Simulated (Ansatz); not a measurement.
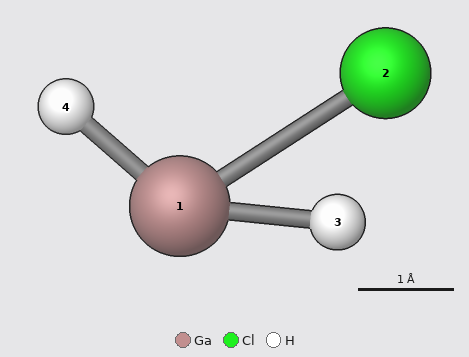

Figure 1. The starting structure (ball-and-stick view, seen on its broad side; atoms are numbered from 1 in the order of the input). Sticks mark near contacts.

Run report: GaH$_{2}$Cl, molecular dynamics (part 1 of 4)

- system: GaH$_{2}$Cl
- method: RKS PBE0/def2-SVP (Ansatz 0.2.0)

It belongs to a series of runs on one base structure; here: dynamics from the highest image of the converged band. Figures and captions count atoms from 1; the log counts them from 0 in places.

Log
```
Engine: ansatz 0.2.0, x86_64-unknown-linux-gnu
Functional definition: PBE0
  parameter a = 0.25
  parameter kappa = 0.804
  parameter beta = 0.06672455060314922
  exchange = (1 - a)*pbe_x(kappa = kappa, mu = beta*pi^2/3) + a*exact_x
  correlation = pbe_c(beta = beta)
619 factors; integrals over basis functions are off by at most 3.7e-4 eV
mean field evaluation 1: about -64909.1663 eV, gradient 2.1e1 eV
mean field evaluation 2: about -64907.1319 eV, gradient 3.5e1 eV
mean field evaluation 4: about -64910.1850 eV, gradient 1.5e0 eV
mean field evaluation 8: about -64910.1930 eV, gradient 4.7e-2 eV
mean field evaluation 16: about -64910.1930 eV, gradient 4.2e-5 eV
mean field -64910.19299632 eV, -2385.4055949058 hartree, gradient 4.2e-5 eV, S^2 0.000000; 0 other end points of the search recorded, 0 dependent functions left out
the calculation of the forces begins
reference -64910.19301942 eV, -2385.4055957547 hartree; 25, 25 occupied and 35, 35 virtual orbitals, 619 factors
md step     0: t =     0.00 fs  T =   300.0 K  F+E_penalty+E_count = -64910.19299632 eV  E_kin = 0.077556 eV  conserved = -64910.11544032 eV  (28 SCF iters)
these checks for a lower state are left out or cut short: starts, cluster_reference, orbital_swaps, neighbouring_geometries, increment
619 factors; integrals over basis functions are off by at most 3.8e-4 eV
mean field -64910.19210160 eV, -2385.4055620253 hartree, gradient 7.8e-5 eV, S^2 0.000000; 0 other end points of the search recorded, 0 dependent functions left out
the calculation of the forces begins
reference -64910.19212465 eV, -2385.4055628726 hartree; 25, 25 occupied and 35, 35 virtual orbitals, 619 factors
md step     1: t =     0.50 fs  T =   296.6 K  F+E_penalty+E_count = -64910.19210160 eV  E_kin = 0.076665 eV  conserved = -64910.11543667 eV  (27 SCF iters)
[... from here on the SCF iterations and repeated set-up lines of each step are left out, up to the last step ...]
md step     2: t =     1.00 fs  T =   285.2 K  F+E_penalty+E_count = -64910.18914210 eV  E_kin = 0.073722 eV  conserved = -64910.11542035 eV  (27 SCF iters)
md step     3: t =     1.50 fs  T =   266.9 K  F+E_penalty+E_count = -64910.18438824 eV  E_kin = 0.068996 eV  conserved = -64910.11539219 eV  (27 SCF iters)
md step     4: t =     2.00 fs  T =   243.5 K  F+E_penalty+E_count = -64910.17829544 eV  E_kin = 0.062940 eV  conserved = -64910.11535551 eV  (24 SCF iters)
md step     5: t =     2.50 fs  T =   217.2 K  F+E_penalty+E_count = -64910.17145972 eV  E_kin = 0.056147 eV  conserved = -64910.11531292 eV  (24 SCF iters)
md step     6: t =     3.00 fs  T =   190.7 K  F+E_penalty+E_count = -64910.16456185 eV  E_kin = 0.049292 eV  conserved = -64910.11526971 eV  (24 SCF iters)
md step     7: t =     3.50 fs  T =   166.6 K  F+E_penalty+E_count = -64910.15829138 eV  E_kin = 0.043062 eV  conserved = -64910.11522935 eV  (24 SCF iters)
md step     8: t =     4.00 fs  T =   147.3 K  F+E_penalty+E_count = -64910.15327602 eV  E_kin = 0.038077 eV  conserved = -64910.11519861 eV  (24 SCF iters)
md step     9: t =     4.50 fs  T =   134.7 K  F+E_penalty+E_count = -64910.15000389 eV  E_kin = 0.034824 eV  conserved = -64910.11517994 eV  (24 SCF iters)
md step    10: t =     5.00 fs  T =   130.0 K  F+E_penalty+E_count = -64910.14877275 eV  E_kin = 0.033597 eV  conserved = -64910.11517528 eV  (25 SCF iters)
md step    11: t =     5.50 fs  T =   133.4 K  F+E_penalty+E_count = -64910.14965944 eV  E_kin = 0.034474 eV  conserved = -64910.11518576 eV  (24 SCF iters)
md step    12: t =     6.00 fs  T =   144.3 K  F+E_penalty+E_count = -64910.15251422 eV  E_kin = 0.037307 eV  conserved = -64910.11520740 eV  (24 SCF iters)
md step    13: t =     6.50 fs  T =   161.5 K  F+E_penalty+E_count = -64910.15699477 eV  E_kin = 0.041757 eV  conserved = -64910.11523793 eV  (25 SCF iters)
md step    14: t =     7.00 fs  T =   183.1 K  F+E_penalty+E_count = -64910.16261297 eV  E_kin = 0.047340 eV  conserved = -64910.11527311 eV  (26 SCF iters)
md step    15: t =     7.50 fs  T =   206.9 K  F+E_penalty+E_count = -64910.16880226 eV  E_kin = 0.053494 eV  conserved = -64910.11530858 eV  (25 SCF iters)
md step    16: t =     8.00 fs  T =   230.7 K  F+E_penalty+E_count = -64910.17498705 eV  E_kin = 0.059648 eV  conserved = -64910.11533896 eV  (25 SCF iters)
md step    17: t =     8.50 fs  T =   252.6 K  F+E_penalty+E_count = -64910.18065329 eV  E_kin = 0.065291 eV  conserved = -64910.11536264 eV  (26 SCF iters)
md step    18: t =     9.00 fs  T =   270.8 K  F+E_penalty+E_count = -64910.18539669 eV  E_kin = 0.070020 eV  conserved = -64910.11537661 eV  (27 SCF iters)
md step    19: t =     9.50 fs  T =   284.6 K  F+E_penalty+E_count = -64910.18896256 eV  E_kin = 0.073583 eV  conserved = -64910.11537988 eV  (27 SCF iters)
md step    20: t =    10.00 fs  T =   293.6 K  F+E_penalty+E_count = -64910.19126216 eV  E_kin = 0.075889 eV  conserved = -64910.11537270 eV  (27 SCF iters)
md step    21: t =    10.50 fs  T =   297.9 K  F+E_penalty+E_count = -64910.19237068 eV  E_kin = 0.077014 eV  conserved = -64910.11535637 eV  (26 SCF iters)
md step    22: t =    11.00 fs  T =   298.5 K  F+E_penalty+E_count = -64910.19250843 eV  E_kin = 0.077175 eV  conserved = -64910.11533319 eV  (27 SCF iters)
md step    23: t =    11.50 fs  T =   296.7 K  F+E_penalty+E_count = -64910.19200766 eV  E_kin = 0.076702 eV  conserved = -64910.11530569 eV  (27 SCF iters)
md step    24: t =    12.00 fs  T =   294.0 K  F+E_penalty+E_count = -64910.19127117 eV  E_kin = 0.075994 eV  conserved = -64910.11527684 eV  (27 SCF iters)
md step    25: t =    12.50 fs  T =   292.0 K  F+E_penalty+E_count = -64910.19072624 eV  E_kin = 0.075477 eV  conserved = -64910.11524962 eV  (27 SCF iters)
md step    26: t =    13.00 fs  T =   292.2 K  F+E_penalty+E_count = -64910.19077906 eV  E_kin = 0.075552 eV  conserved = -64910.11522666 eV  (27 SCF iters)
md step    27: t =    13.50 fs  T =   296.2 K  F+E_penalty+E_count = -64910.19177437 eV  E_kin = 0.076564 eV  conserved = -64910.11520995 eV  (27 SCF iters)
md step    28: t =    14.00 fs  T =   304.7 K  F+E_penalty+E_count = -64910.19396315 eV  E_kin = 0.078762 eV  conserved = -64910.11520129 eV  (25 SCF iters)
md step    29: t =    14.50 fs  T =   318.3 K  F+E_penalty+E_count = -64910.19747754 eV  E_kin = 0.082276 eV  conserved = -64910.11520131 eV  (26 SCF iters)
md step    30: t =    15.00 fs  T =   336.9 K  F+E_penalty+E_count = -64910.20231611 eV  E_kin = 0.087105 eV  conserved = -64910.11521148 eV  (25 SCF iters)
md step    31: t =    15.50 fs  T =   360.1 K  F+E_penalty+E_count = -64910.20833116 eV  E_kin = 0.093099 eV  conserved = -64910.11523234 eV  (25 SCF iters)
md step    32: t =    16.00 fs  T =   386.7 K  F+E_penalty+E_count = -64910.21522244 eV  E_kin = 0.099959 eV  conserved = -64910.11526378 eV  (25 SCF iters)
md step    33: t =    16.50 fs  T =   414.8 K  F+E_penalty+E_count = -64910.22253764 eV  E_kin = 0.107231 eV  conserved = -64910.11530647 eV  (25 SCF iters)
md step    34: t =    17.00 fs  T =   442.2 K  F+E_penalty+E_count = -64910.22967909 eV  E_kin = 0.114322 eV  conserved = -64910.11535715 eV  (25 SCF iters)
md step    35: t =    17.50 fs  T =   466.2 K  F+E_penalty+E_count = -64910.23594230 eV  E_kin = 0.120530 eV  conserved = -64910.11541203 eV  (25 SCF iters)
md step    36: t =    18.00 fs  T =   484.0 K  F+E_penalty+E_count = -64910.24058777 eV  E_kin = 0.125125 eV  conserved = -64910.11546299 eV  (25 SCF iters)
md step    37: t =    18.50 fs  T =   493.1 K  F+E_penalty+E_count = -64910.24297130 eV  E_kin = 0.127474 eV  conserved = -64910.11549725 eV  (25 SCF iters)
md step    38: t =    19.00 fs  T =   492.2 K  F+E_penalty+E_count = -64910.24273175 eV  E_kin = 0.127231 eV  conserved = -64910.11550034 eV  (25 SCF iters)
md step    39: t =    19.50 fs  T =   481.7 K  F+E_penalty+E_count = -64910.24000186 eV  E_kin = 0.124541 eV  conserved = -64910.11546039 eV  (25 SCF iters)
md step    40: t =    20.00 fs  T =   464.9 K  F+E_penalty+E_count = -64910.23556897 eV  E_kin = 0.120194 eV  conserved = -64910.11537534 eV  (28 SCF iters)
md step    41: t =    20.50 fs  T =   447.2 K  F+E_penalty+E_count = -64910.23087670 eV  E_kin = 0.115616 eV  conserved = -64910.11526062 eV  (28 SCF iters)
md step    42: t =    21.00 fs  T =   435.6 K  F+E_penalty+E_count = -64910.22777215 eV  E_kin = 0.112623 eV  conserved = -64910.11514902 eV  (26 SCF iters)
md step    43: t =    21.50 fs  T =   436.8 K  F+E_penalty+E_count = -64910.22800275 eV  E_kin = 0.112922 eV  conserved = -64910.11508091 eV  (28 SCF iters)
md step    44: t =    22.00 fs  T =   454.6 K  F+E_penalty+E_count = -64910.23261428 eV  E_kin = 0.117528 eV  conserved = -64910.11508615 eV  (28 SCF iters)
md step    45: t =    22.50 fs  T =   488.7 K  F+E_penalty+E_count = -64910.24151489 eV  E_kin = 0.126347 eV  conserved = -64910.11516831 eV  (28 SCF iters)
md step    46: t =    23.00 fs  T =   534.3 K  F+E_penalty+E_count = -64910.25343673 eV  E_kin = 0.138136 eV  conserved = -64910.11530095 eV  (28 SCF iters)
md step    47: t =    23.50 fs  T =   583.7 K  F+E_penalty+E_count = -64910.26634209 eV  E_kin = 0.150902 eV  conserved = -64910.11544005 eV  (28 SCF iters)
md step    48: t =    24.00 fs  T =   628.8 K  F+E_penalty+E_count = -64910.27809340 eV  E_kin = 0.162550 eV  conserved = -64910.11554340 eV  (27 SCF iters)
md step    49: t =    24.50 fs  T =   663.4 K  F+E_penalty+E_count = -64910.28709955 eV  E_kin = 0.171513 eV  conserved = -64910.11558610 eV  (27 SCF iters)
md step    50: t =    25.00 fs  T =   685.2 K  F+E_penalty+E_count = -64910.29270792 eV  E_kin = 0.177143 eV  conserved = -64910.11556479 eV  (27 SCF iters)
md step    51: t =    25.50 fs  T =   695.4 K  F+E_penalty+E_count = -64910.29526832 eV  E_kin = 0.179776 eV  conserved = -64910.11549281 eV  (25 SCF iters)
md step    52: t =    26.00 fs  T =   698.4 K  F+E_penalty+E_count = -64910.29593208 eV  E_kin = 0.180540 eV  conserved = -64910.11539243 eV  (25 SCF iters)
md step    53: t =    26.50 fs  T =   700.2 K  F+E_penalty+E_count = -64910.29630765 eV  E_kin = 0.181020 eV  conserved = -64910.11528735 eV  (25 SCF iters)
md step    54: t =    27.00 fs  T =   707.4 K  F+E_penalty+E_count = -64910.29808578 eV  E_kin = 0.182888 eV  conserved = -64910.11519817 eV  (25 SCF iters)
md step    55: t =    27.50 fs  T =   725.5 K  F+E_penalty+E_count = -64910.30270472 eV  E_kin = 0.187564 eV  conserved = -64910.11514114 eV  (25 SCF iters)
md step    56: t =    28.00 fs  T =   758.0 K  F+E_penalty+E_count = -64910.31108435 eV  E_kin = 0.195956 eV  conserved = -64910.11512786 eV  (25 SCF iters)
md step    57: t =    28.50 fs  T =   805.6 K  F+E_penalty+E_count = -64910.32343863 eV  E_kin = 0.208274 eV  conserved = -64910.11516471 eV  (25 SCF iters)
md step    58: t =    29.00 fs  T =   866.2 K  F+E_penalty+E_count = -64910.33917679 eV  E_kin = 0.223925 eV  conserved = -64910.11525155 eV  (25 SCF iters)
md step    59: t =    29.50 fs  T =   934.3 K  F+E_penalty+E_count = -64910.35691758 eV  E_kin = 0.241539 eV  conserved = -64910.11537852 eV  (27 SCF iters)
md step    60: t =    30.00 fs  T =  1002.4 K  F+E_penalty+E_count = -64910.37465977 eV  E_kin = 0.259137 eV  conserved = -64910.11552281 eV  (27 SCF iters)
md step    61: t =    30.50 fs  T =  1061.8 K  F+E_penalty+E_count = -64910.39015191 eV  E_kin = 0.274503 eV  conserved = -64910.11564857 eV  (28 SCF iters)
md step    62: t =    31.00 fs  T =  1105.3 K  F+E_penalty+E_count = -64910.40146234 eV  E_kin = 0.285751 eV  conserved = -64910.11571115 eV  (25 SCF iters)
md step    63: t =    31.50 fs  T =  1129.5 K  F+E_penalty+E_count = -64910.40765990 eV  E_kin = 0.291988 eV  conserved = -64910.11567231 eV  (28 SCF iters)
md step    64: t =    32.00 fs  T =  1136.7 K  F+E_penalty+E_count = -64910.40937420 eV  E_kin = 0.293852 eV  conserved = -64910.11552255 eV  (28 SCF iters)
md step    65: t =    32.50 fs  T =  1135.7 K  F+E_penalty+E_count = -64910.40890558 eV  E_kin = 0.293605 eV  conserved = -64910.11530043 eV  (28 SCF iters)
md step    66: t =    33.00 fs  T =  1139.3 K  F+E_penalty+E_count = -64910.40961814 eV  E_kin = 0.294529 eV  conserved = -64910.11508956 eV  (28 SCF iters)
md step    67: t =    33.50 fs  T =  1159.3 K  F+E_penalty+E_count = -64910.41467581 eV  E_kin = 0.299691 eV  conserved = -64910.11498484 eV  (27 SCF iters)
md step    68: t =    34.00 fs  T =  1201.5 K  F+E_penalty+E_count = -64910.42563946 eV  E_kin = 0.310599 eV  conserved = -64910.11504005 eV  (27 SCF iters)
md step    69: t =    34.50 fs  T =  1262.8 K  F+E_penalty+E_count = -64910.44168675 eV  E_kin = 0.326453 eV  conserved = -64910.11523385 eV  (25 SCF iters)
md step    70: t =    35.00 fs  T =  1332.4 K  F+E_penalty+E_count = -64910.45993426 eV  E_kin = 0.344451 eV  conserved = -64910.11548307 eV  (25 SCF iters)
md step    71: t =    35.50 fs  T =  1396.3 K  F+E_penalty+E_count = -64910.47667444 eV  E_kin = 0.360984 eV  conserved = -64910.11569090 eV  (25 SCF iters)
md step    72: t =    36.00 fs  T =  1443.0 K  F+E_penalty+E_count = -64910.48882801 eV  E_kin = 0.373035 eV  conserved = -64910.11579332 eV  (25 SCF iters)
md step    73: t =    36.50 fs  T =  1466.6 K  F+E_penalty+E_count = -64910.49492192 eV  E_kin = 0.379144 eV  conserved = -64910.11577772 eV  (25 SCF iters)
md step    74: t =    37.00 fs  T =  1468.5 K  F+E_penalty+E_count = -64910.49530690 eV  E_kin = 0.379636 eV  conserved = -64910.11567134 eV  (25 SCF iters)
md step    75: t =    37.50 fs  T =  1455.4 K  F+E_penalty+E_count = -64910.49175732 eV  E_kin = 0.376238 eV  conserved = -64910.11551945 eV  (25 SCF iters)
md step    76: t =    38.00 fs  T =  1436.7 K  F+E_penalty+E_count = -64910.48677714 eV  E_kin = 0.371412 eV  conserved = -64910.11536547 eV  (25 SCF iters)
md step    77: t =    38.50 fs  T =  1422.2 K  F+E_penalty+E_count = -64910.48290510 eV  E_kin = 0.367662 eV  conserved = -64910.11524304 eV  (25 SCF iters)
md step    78: t =    39.00 fs  T =  1419.6 K  F+E_penalty+E_count = -64910.48217168 eV  E_kin = 0.366999 eV  conserved = -64910.11517235 eV  (25 SCF iters)
md step    79: t =    39.50 fs  T =  1433.5 K  F+E_penalty+E_count = -64910.48575768 eV  E_kin = 0.370595 eV  conserved = -64910.11516232 eV  (25 SCF iters)
md step    80: t =    40.00 fs  T =  1464.6 K  F+E_penalty+E_count = -64910.49383650 eV  E_kin = 0.378624 eV  conserved = -64910.11521276 eV  (25 SCF iters)
md step    81: t =    40.50 fs  T =  1509.6 K  F+E_penalty+E_count = -64910.50557278 eV  E_kin = 0.390258 eV  conserved = -64910.11531495 eV  (25 SCF iters)
md step    82: t =    41.00 fs  T =  1562.0 K  F+E_penalty+E_count = -64910.51926659 eV  E_kin = 0.403815 eV  conserved = -64910.11545123 eV  (25 SCF iters)
md step    83: t =    41.50 fs  T =  1613.2 K  F+E_penalty+E_count = -64910.53264954 eV  E_kin = 0.417056 eV  conserved = -64910.11559319 eV  (25 SCF iters)
md step    84: t =    42.00 fs  T =  1654.2 K  F+E_penalty+E_count = -64910.54334426 eV  E_kin = 0.427640 eV  conserved = -64910.11570380 eV  (25 SCF iters)
md step    85: t =    42.50 fs  T =  1677.7 K  F+E_penalty+E_count = -64910.54945693 eV  E_kin = 0.433714 eV  conserved = -64910.11574335 eV  (25 SCF iters)
md step    86: t =    43.00 fs  T =  1680.8 K  F+E_penalty+E_count = -64910.55019461 eV  E_kin = 0.434511 eV  conserved = -64910.11568384 eV  (25 SCF iters)
md step    87: t =    43.50 fs  T =  1666.3 K  F+E_penalty+E_count = -64910.54628828 eV  E_kin = 0.430761 eV  conserved = -64910.11552701 eV  (25 SCF iters)
md step    88: t =    44.00 fs  T =  1642.6 K  F+E_penalty+E_count = -64910.53995183 eV  E_kin = 0.424634 eV  conserved = -64910.11531751 eV  (25 SCF iters)
md step    89: t =    44.50 fs  T =  1621.1 K  F+E_penalty+E_count = -64910.53420867 eV  E_kin = 0.419075 eV  conserved = -64910.11513330 eV  (25 SCF iters)
md step    90: t =    45.00 fs  T =  1611.8 K  F+E_penalty+E_count = -64910.53173085 eV  E_kin = 0.416678 eV  conserved = -64910.11505249 eV  (25 SCF iters)
md step    91: t =    45.50 fs  T =  1619.1 K  F+E_penalty+E_count = -64910.53368816 eV  E_kin = 0.418577 eV  conserved = -64910.11511089 eV  (26 SCF iters)
md step    92: t =    46.00 fs  T =  1639.9 K  F+E_penalty+E_count = -64910.53922217 eV  E_kin = 0.423942 eV  conserved = -64910.11528049 eV  (26 SCF iters)
md step    93: t =    46.50 fs  T =  1664.7 K  F+E_penalty+E_count = -64910.54585084 eV  E_kin = 0.430364 eV  conserved = -64910.11548718 eV  (26 SCF iters)
md step    94: t =    47.00 fs  T =  1682.3 K  F+E_penalty+E_count = -64910.55055939 eV  E_kin = 0.434908 eV  conserved = -64910.11565112 eV  (27 SCF iters)
md step    95: t =    47.50 fs  T =  1683.7 K  F+E_penalty+E_count = -64910.55098372 eV  E_kin = 0.435260 eV  conserved = -64910.11572323 eV  (27 SCF iters)
md step    96: t =    48.00 fs  T =  1665.1 K  F+E_penalty+E_count = -64910.54615465 eV  E_kin = 0.430458 eV  conserved = -64910.11569672 eV  (26 SCF iters)
md step    97: t =    48.50 fs  T =  1628.6 K  F+E_penalty+E_count = -64910.53661740 eV  E_kin = 0.421022 eV  conserved = -64910.11559584 eV  (26 SCF iters)
md step    98: t =    49.00 fs  T =  1580.6 K  F+E_penalty+E_count = -64910.52406687 eV  E_kin = 0.408608 eV  conserved = -64910.11545890 eV  (26 SCF iters)
md step    99: t =    49.50 fs  T =  1529.6 K  F+E_penalty+E_count = -64910.51076125 eV  E_kin = 0.395439 eV  conserved = -64910.11532249 eV  (26 SCF iters)
md step   100: t =    50.00 fs  T =  1484.3 K  F+E_penalty+E_count = -64910.49894266 eV  E_kin = 0.383728 eV  conserved = -64910.11521471 eV  (26 SCF iters)
md step   101: t =    50.50 fs  T =  1451.5 K  F+E_penalty+E_count = -64910.49038318 eV  E_kin = 0.375230 eV  conserved = -64910.11515318 eV  (26 SCF iters)
md step   102: t =    51.00 fs  T =  1434.9 K  F+E_penalty+E_count = -64910.48609029 eV  E_kin = 0.370944 eV  conserved = -64910.11514675 eV  (23 SCF iters)
md step   103: t =    51.50 fs  T =  1434.9 K  F+E_penalty+E_count = -64910.48615827 eV  E_kin = 0.370962 eV  conserved = -64910.11519665 eV  (27 SCF iters)
md step   104: t =    52.00 fs  T =  1448.5 K  F+E_penalty+E_count = -64910.48975011 eV  E_kin = 0.374454 eV  conserved = -64910.11529646 eV  (26 SCF iters)
md step   105: t =    52.50 fs  T =  1469.1 K  F+E_penalty+E_count = -64910.49521104 eV  E_kin = 0.379780 eV  conserved = -64910.11543117 eV  (26 SCF iters)
md step   106: t =    53.00 fs  T =  1488.3 K  F+E_penalty+E_count = -64910.50033101 eV  E_kin = 0.384757 eV  conserved = -64910.11557408 eV  (26 SCF iters)
md step   107: t =    53.50 fs  T =  1497.3 K  F+E_penalty+E_count = -64910.50278115 eV  E_kin = 0.387093 eV  conserved = -64910.11568849 eV  (26 SCF iters)
md step   108: t =    54.00 fs  T =  1489.1 K  F+E_penalty+E_count = -64910.50070324 eV  E_kin = 0.384970 eV  conserved = -64910.11573322 eV  (26 SCF iters)
md step   109: t =    54.50 fs  T =  1460.9 K  F+E_penalty+E_count = -64910.49334981 eV  E_kin = 0.377673 eV  conserved = -64910.11567683 eV  (26 SCF iters)
md step   110: t =    55.00 fs  T =  1415.9 K  F+E_penalty+E_count = -64910.48155276 eV  E_kin = 0.366035 eV  conserved = -64910.11551751 eV  (26 SCF iters)
md step   111: t =    55.50 fs  T =  1363.3 K  F+E_penalty+E_count = -64910.46772502 eV  E_kin = 0.352427 eV  conserved = -64910.11529762 eV  (27 SCF iters)
md step   112: t =    56.00 fs  T =  1315.5 K  F+E_penalty+E_count = -64910.45519192 eV  E_kin = 0.340094 eV  conserved = -64910.11509813 eV  (26 SCF iters)
md step   113: t =    56.50 fs  T =  1284.1 K  F+E_penalty+E_count = -64910.44696156 eV  E_kin = 0.331958 eV  conserved = -64910.11500401 eV  (26 SCF iters)
md step   114: t =    57.00 fs  T =  1274.1 K  F+E_penalty+E_count = -64910.44445070 eV  E_kin = 0.329393 eV  conserved = -64910.11505808 eV  (26 SCF iters)
md step   115: t =    57.50 fs  T =  1282.7 K  F+E_penalty+E_count = -64910.44684494 eV  E_kin = 0.331610 eV  conserved = -64910.11523472 eV  (27 SCF iters)
```
